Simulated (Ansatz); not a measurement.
**Run report: CCl3GeN, geometry relaxation**

System: CCl3GeN.
Method: RKS PBE-D4/def2-SVP (Ansatz 0.2.0).

The geometry: force-field start. Figures and captions count atoms from 1; the log counts them from 0 in places.

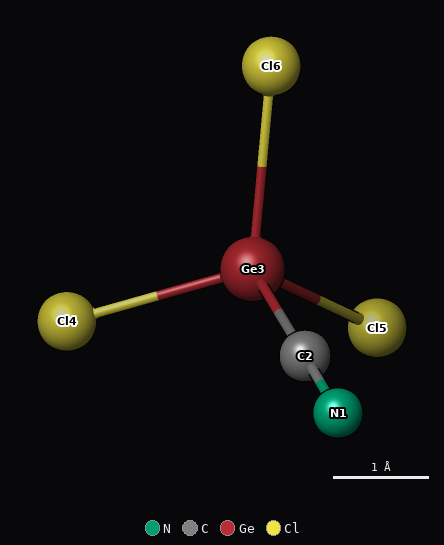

Figure 1. The structure as given in the input (ball-and-stick view, seen at an oblique angle; atoms are numbered from 1 in the order of the input). Sticks mark near contacts. Bond lengths as drawn: Cl–Ge 2.08 to 2.18 Å, C–Ge 1.92 Å and C–N 1.22 Å.

Input
```yaml
crystal:
  periodic: [false, false, false]
  atoms:
    - {symbol: N, position_ang: [1.763200, -1.600800, 1.159200]}
    - {symbol: C, position_ang: [0.940700, -0.865700, 0.631800]}
    - {symbol: Ge, position_ang: [-0.349200, 0.273200, -0.223600]}
    - {symbol: Cl, position_ang: [-1.841100, -0.913700, -1.051100]}
    - {symbol: Cl, position_ang: [0.660700, 1.377100, -1.808400]}
    - {symbol: Cl, position_ang: [-1.132200, 1.665900, 1.245900]}
basis:
  gaussian: {orbitals: def2-SVP}
hamiltonian: {xc: pbe, dispersion: d4}
relax: {f_tol: 0.03, max_steps: 200}
```

Command:
```bash
ansatz run in.yaml --threads 4 --pin off --events-out ev --progress --plain --max-ram 10444MiB
```

What the program printed
```
Functional definition: PBE
  name "PBE"
  cite "Perdew, Burke & Ernzerhof, Phys. Rev. Lett. 77, 3865 (1996) doi:10.1103/PhysRevLett.77.3865"
  parent pbe
  parameter kappa = 0.804
  parameter beta = 0.06672455060314922
  exchange = pbe_x(kappa = kappa, mu = beta*pi^2/3)
  correlation = pbe_c(beta = beta)
1266 factors; their error is unknown
mean field evaluation 1: about -96563.5196 eV, gradient 4.6e1 eV
mean field evaluation 2: about -96483.2642 eV, gradient 1.6e2 eV
mean field evaluation 4: about -96567.0526 eV, gradient 2.4e1 eV
mean field evaluation 8: about -96568.1739 eV, gradient 1.3e-1 eV
mean field evaluation 16: about -96568.0916 eV, gradient 7.0e-4 eV
mean field -96568.09156162 eV, -3548.8119086862 hartree, gradient 6.0e-5 eV, S^2 0.000000; 0 other end points of the search recorded, 0 dependent functions left out
the calculation of the forces begins
reference -96568.09158954 eV, -3548.8119097123 hartree; 48, 48 occupied and 66, 66 virtual orbitals, 1266 factors
relax step   1: F+E_penalty+E_count = -96568.34964447 eV  Δ(F+E_penalty+E_count) = +0.000e0 eV  max|allowed force component| = 3.246e0 eV/Å  Δτ_max = 0.0000 Å  (27 SCF iters, accepted)
these checks for a lower state are left out or cut short: starts, cluster_reference, orbital_swaps, neighbouring_geometries, increment
1266 factors; their error is unknown
mean field -96568.27064088 eV, -3548.8184897275 hartree, gradient 1.3e-5 eV, S^2 0.000000; 0 other end points of the search recorded, 0 dependent functions left out
the calculation of the forces begins
reference -96568.27066878 eV, -3548.8184907528 hartree; 48, 48 occupied and 66, 66 virtual orbitals, 1266 factors
relax step   2: F+E_penalty+E_count = -96568.52934975 eV  Δ(F+E_penalty+E_count) = -1.797e-1 eV  max|allowed force component| = 1.776e-1 eV/Å  Δτ_max = 0.0568 Å  (30 SCF iters, accepted)
these checks for a lower state are left out or cut short: starts, cluster_reference, orbital_swaps, neighbouring_geometries, increment
1266 factors; their error is unknown
mean field evaluation 32: about -96568.2719 eV, gradient 1.7e-5 eV
mean field -96568.27190068 eV, -3548.8185360243 hartree, gradient 1.7e-5 eV, S^2 0.000000; 0 other end points of the search recorded, 0 dependent functions left out
the calculation of the forces begins
reference -96568.27192857 eV, -3548.8185370493 hartree; 48, 48 occupied and 66, 66 virtual orbitals, 1266 factors
relax step   3: F+E_penalty+E_count = -96568.53105398 eV  Δ(F+E_penalty+E_count) = -1.704e-3 eV  max|allowed force component| = 4.136e-2 eV/Å  Δτ_max = 0.0121 Å  (30 SCF iters, accepted)
these checks for a lower state are left out or cut short: starts, cluster_reference, orbital_swaps, neighbouring_geometries, increment
1266 factors; their error is unknown
mean field -96568.27200873 eV, -3548.8185399950 hartree, gradient 1.7e-5 eV, S^2 0.000000; 0 other end points of the search recorded, 0 dependent functions left out
the calculation of the forces begins
reference -96568.27203663 eV, -3548.8185410205 hartree; 48, 48 occupied and 66, 66 virtual orbitals, 1266 factors
relax step   4: F+E_penalty+E_count = -96568.53117563 eV  Δ(F+E_penalty+E_count) = -1.216e-4 eV  max|allowed force component| = 1.220e-3 eV/Å  Δτ_max = 0.0073 Å  (29 SCF iters, accepted)
```

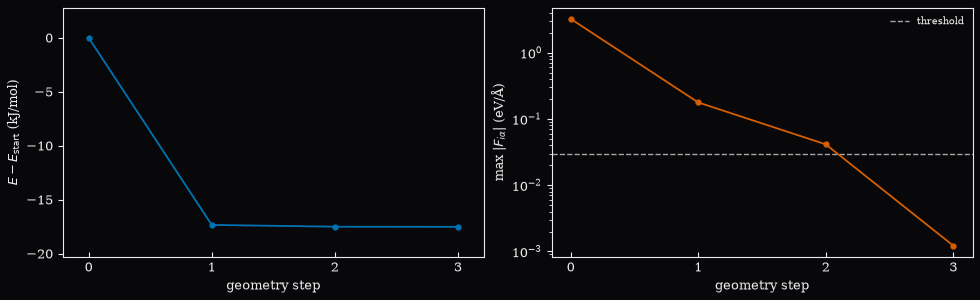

Figure 2. Progress of the relaxation, step by step (the first geometry is step 0 here and step 1 in the log).

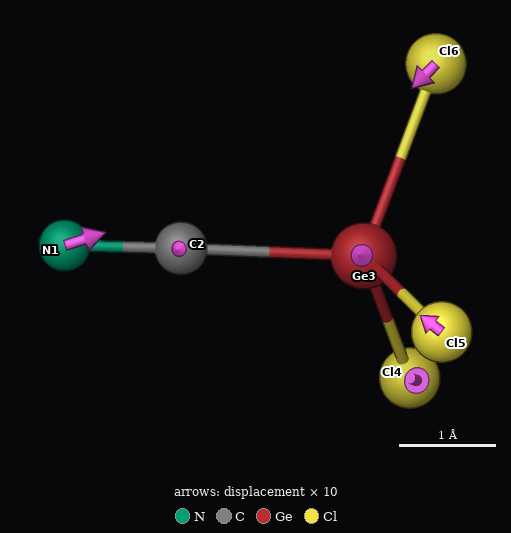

Figure 3. The starting structure with the displacements as pink arrows, magnified 10 times (ball-and-stick view, seen at a tilt). The two geometries are laid on each other by the best rigid fit. The energy falls by 17.5 kJ/mol in 3 geometry steps. Largest force component: 3.2 eV/Å at the start, 0.0012 eV/Å at the end. The largest moves after the best rigid fit, 0.046 Å, are those of N1 and Cl4. Largest moves by element: N 0.046 Å, Cl 0.046 Å, Ge 0.030 Å, C 0.015 Å. Among the contacts that change: Ge3–Cl4 2.078 → 2.142 Å, N1–C2 1.223 → 1.173 Å, Ge3–Cl5 2.179 → 2.142 Å, Ge3–Cl6 2.171 → 2.142 Å. (Atoms are counted from 1 in the order of the input.)

```
1266 factors; their error is unknown
mean field -96568.27200873 eV, -3548.8185399950 hartree, gradient 1.7e-5 eV, S^2 0.000000; 1 other end points of the search recorded, 0 dependent functions left out
the calculation of the forces begins
reference -96568.27203663 eV, -3548.8185410205 hartree; 48, 48 occupied and 66, 66 virtual orbitals, 1266 factors
Total energy: -96568.53120353 eV, -3548.8280652283 hartree
Atom 0 at     1.735959    -1.563957     1.151765 Å, force     0.000519    -0.000208     0.001044 eV/Å
Atom 1 at     0.955057    -0.862186     0.628705 Å, force    -0.001220     0.000146    -0.000930 eV/Å
Atom 2 at    -0.323071     0.285856    -0.228887 Å, force    -0.000006     0.000169    -0.000615 eV/Å
Atom 3 at    -1.884769    -0.929341    -1.049741 Å, force     0.000332    -0.000271     0.000159 eV/Å
Atom 4 at     0.674822     1.371420    -1.782980 Å, force    -0.000323     0.000320     0.000268 eV/Å
Atom 5 at    -1.115898     1.634207     1.234938 Å, force     0.000697    -0.000156     0.000074 eV/Å
Dipole moment:    -0.263882     0.237026    -0.176676 e Å
```

Trajectory as extended XYZ (Å, eV, eV/Å), 4 frames, from step=1 to step=4
```
6
Properties=species:S:1:pos:R:3:forces:R:3 step=1 energy=-96568.34964
N     1.7632   -1.6008    1.1592   -3.2438   2.8997  -2.0711
C     0.9407   -0.8657    0.6318    3.2460  -2.8705   2.0872
Ge   -0.3492    0.2732   -0.2236    0.9782   1.1993   0.2914
Cl   -1.8411   -0.9137   -1.0511   -0.9030  -0.6691  -0.4244
Cl    0.6607    1.3771   -1.8084   -0.2167  -0.2513   0.4058
Cl   -1.1322    1.6659    1.2459    0.1393  -0.3082  -0.2889
6
Properties=species:S:1:pos:R:3:forces:R:3 step=2 energy=-96568.52935
N     1.7419   -1.5642    1.1476   -0.0624   0.0696  -0.0284
C     0.9563   -0.8591    0.6342    0.0276  -0.0848  -0.0038
Ge   -0.3295    0.2765   -0.2315    0.0971   0.1776   0.0098
Cl   -1.8947   -0.9325   -1.0499    0.0063  -0.0104  -0.0089
Cl    0.6828    1.3769   -1.7780   -0.0778  -0.0934   0.0784
Cl   -1.1147    1.6383    1.2313    0.0093  -0.0587  -0.0471
6
Properties=species:S:1:pos:R:3:forces:R:3 step=3 energy=-96568.53105
N     1.7374   -1.5670    1.1453    0.0342  -0.0253   0.0320
C     0.9553   -0.8597    0.6327   -0.0414   0.0239  -0.0389
Ge   -0.3239    0.2863   -0.2269    0.0193   0.0225   0.0093
Cl   -1.8833   -0.9292   -1.0490   -0.0116  -0.0117  -0.0042
Cl    0.6767    1.3688   -1.7824   -0.0061  -0.0028   0.0098
Cl   -1.1200    1.6369    1.2341    0.0057  -0.0066  -0.0080
6
Properties=species:S:1:pos:R:3:forces:R:3 step=4 energy=-96568.53118
N     1.7360   -1.5640    1.1518    0.0005  -0.0002   0.0010
C     0.9551   -0.8622    0.6287   -0.0012   0.0001  -0.0009
Ge   -0.3231    0.2859   -0.2289    0.0000   0.0002  -0.0006
Cl   -1.8848   -0.9293   -1.0497    0.0003  -0.0003   0.0002
Cl    0.6748    1.3714   -1.7830   -0.0003   0.0003   0.0003
Cl   -1.1159    1.6342    1.2349    0.0007  -0.0002   0.0001
```

Summary

| quantity | value |
| --- | --- |
| outcome | converged |
| total energy | −96568.5312 eV |
| mean-field energy | −96568.2720 eV |
| dispersion energy | −0.2592 eV |
| SCF solution under orbital rotations | stable |
| largest force (length of the vector) at the end | 0.002 eV/Å |
| dipole moment | 1.90 D |
| hardware | 4 threads of Arm Neoverse V2, 23 GiB of memory available, shared host |
| wall time | 5.5 s (CPU time 18 s) |
| peak memory | 0.18 GiB |
